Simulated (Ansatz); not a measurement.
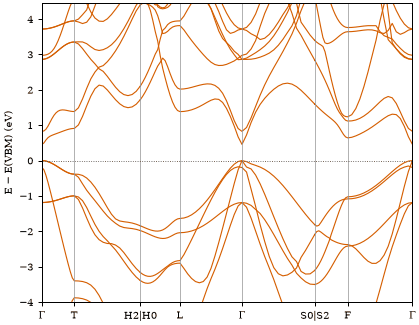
Figure: Band structure from DFT-LDA in the program Ansatz with PAW potentials

Problem. Read off the gap and where the band edges lie.

Solution. About 0.5 eV (0.46 eV by a search for the band edges); maximum at Γ, minimum at Γ.

The material is AlInSb₂ in space group R3m (No. 160; Al on 3a, In on 3a, Sb on 3a, Sb on 3a).

The workflow started from a Materials Project entry (that database holds measured and hypothetical structures alike); the Crystallography Open Database copy checked does not list it. With Al and In taken as one species the cell has the higher symmetry F-43m, so it may be an ordered model of a mixed-site phase. Whether it is the stable phase at ambient conditions was not checked. The LDA relaxation kept the symmetry of its start; of distortions, only those at the zone centre were tested. Spin–orbit coupling is left out wherever it is not named.

Potentials: the later of the program's two PAW sets.
